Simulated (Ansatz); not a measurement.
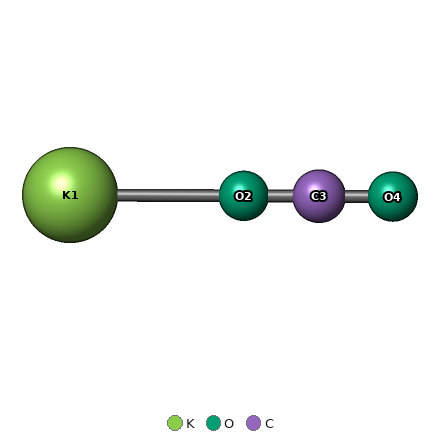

The system is CKO₂, charge +1; the picture shows the reference structure. The first coordinate is: separation of O2 and K1 along their line in the relaxed pair; the second: sideways slip of K1. Nothing is relaxed (both partners rigid). The scan uses a 9 × 9 grid; 67 points were computed and 14 follow by symmetry. Points are written as (first, second). Energies: cm⁻¹, counted from the ion and the molecule far apart, frozen as in the relaxed pair, each in its own basis (no counterpoise correction). All numbers below come from Ansatz 0.2.0, RKS B3LYP-D4/def2-TZVPD.

Its coordinates:

```xyz
4

K    -0.0851   -0.1050   -2.8965
O    -0.0057   -0.0073   -0.1967
C     0.0286    0.0353    0.9737
O     0.0622    0.0770    2.1196
```

Range: separation of O2 and K1 along their line in the relaxed pair from 2.270 to 4.270 Å; sideways slip of K1 from −2.20 to 2.20 Å.

Q: What will the energy surface look like?

A: The lowest grid point is at (2.777 Å, 0.00 Å), −3360 cm⁻¹ from the ion and the molecule far apart, frozen as in the relaxed pair, each in its own basis (no counterpoise correction). It is the only kind of minimum in the scanned range. The highest grid point, (4.270 Å, −2.20 Å), lies 2406 cm⁻¹ above the lowest. Round the minimum the two coordinates are nearly uncoupled.

```
second ↓, first →  2.270  2.379  2.557  2.777  3.028  3.306  3.607  3.929  4.270
             2.20  −2660  −2639  −2495  −2249  −1963  −1673  −1401  −1160   −954
             1.65  −2909  −2907  −2899  −2840  −2528  −2135  −1760  −1430  −1153
             1.10  −2867  −3101  −3177  −3081  −2963  −2552  −2086  −1673  −1329
             0.55  −1959  −2757  −3280  −3285  −3132  −2834  −2317  −1844  −1452
             0.00  −1291  −2437  −3247  −3360  −3183  −2930  −2401  −1906  −1496
            −0.55  −1959  −2757  −3280  −3285  −3132  −2834  −2317  −1844  −1452
            −1.10  −2866  −3101  −3177  −3080  −2963  −2552  −2086  −1673  −1329
            −1.65  −2909  −2906  −2898  −2840  −2528  −2135  −1760  −1430  −1153
            −2.20  −2660  −2638  −2495  −2249  −1963  −1673  −1401  −1159   −954
```

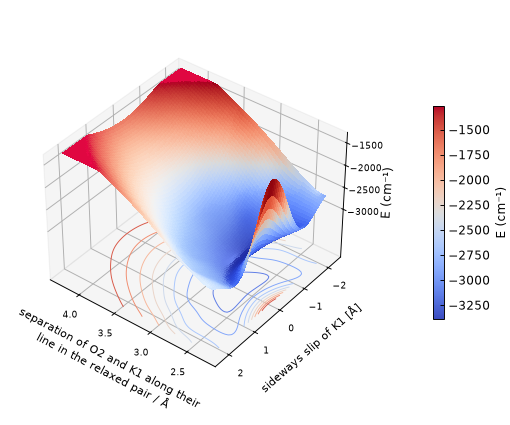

Drawn: a relief with its contours projected below, any walls above the top of the colour scale cut off. Between grid points the surface is interpolated.

The whole map (67 points run) took 6.6 min on 1 thread of Arm Neoverse V2 (shared host).
